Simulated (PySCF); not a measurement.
FH, SMILES `F`.

PySCF calculation, ωB97X/def2-SVPD, gas phase; geometry: GFN2-xTB. No frequency check shows the geometry to be a minimum.

The calculation's input:

```python
import numpy as np
from pyscf import gto, scf, dft, tdscf
from pyscf.scf import atom_ks, atom_hf
from scipy.linalg import block_diag

def solve(mol, dm0=None, hcore=None):
    mf = (dft.UKS if mol.spin else dft.RKS)(mol, xc='wb97x')
    mf.grids.level = 3
    mf = mf.density_fit(auxbasis='def2-universal-jkfit')
    mf.conv_tol, mf.max_cycle = 1e-8, 80
    if hcore is not None:
        mf.get_hcore = lambda *args: hcore
    mf.kernel(dm0)
    if not mf.converged:
        mf = mf.newton().run(mf.mo_coeff, mf.mo_occ, max_cycle=30)
    assert mf.converged, 'SCF not converged'
    return mf

mol = gto.M(atom='''
F      0.09324     0.00000     0.00000
H     -0.83919     0.00000     0.00000
''', basis='def2-svpd', charge=0, spin=0, verbose=4)
mf = solve(mol)
td = mf.TDDFT()
td.nstates, td.singlet, td.conv_tol = 5, True, 1e-5
td.kernel()
td.analyze()
x, y = np.array([p[0] for p in td.xy]), np.array([p[1] + 0 * p[0] for p in td.xy])
f, mu = td.oscillator_strength(), td.transition_dipole()
nto = [td.get_nto(state=i + 1, verbose=4) for i in range(len(td.e))]
# spherically averaged free atoms, for the promolecule
atm = atom_ks.get_atm_nrks(mol, xc='wb97x')
pro = block_diag(*[(atm[a[0]][2] * atm[a[0]][3]) @ atm[a[0]][2].T for a in mol._atom])
np.savez('result.npz', e=td.e, f=f, ok=td.converged, w=[n[0] for n in nto], nto=[n[1] for n in nto], x=x, y=y, c=mf.mo_coeff, occ=mf.mo_occ, eps=mf.mo_energy, pro=pro, mu=mu)
```

Launched as:

```sh
OMP_NUM_THREADS=1 python input.py
```

The run took 2.9 s on 1 thread of AMD EPYC 9R14 (Zen 4) (shared host), peak memory 0.18 GiB.

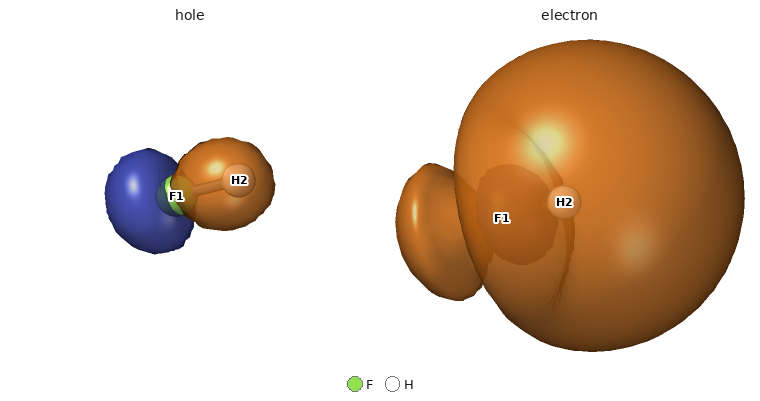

Leading natural transition orbital pair of S₃ (full linear response singlet states); the surfaces enclose about 78 % of each orbital's density.

Q: Give its energy and the atoms that hole and electron lie on.

A: 14.25 eV (87 nm), f = 0.154 (bright), partly diffuse acceptor orbital; the leading pair carries 81 %; hole on F1 (85 %) and H2 (15 %), electron on H2 (66 %) and F1 (34 %) (atom shares of so diffuse an orbital are rough) (shares are of the whole state, not of the leading pair alone); their centroids lie 1.0 Å apart. In canonical orbitals it is mainly HOMO−2 → LUMO (79 %). The HOMO–LUMO gap is 17.14 eV.
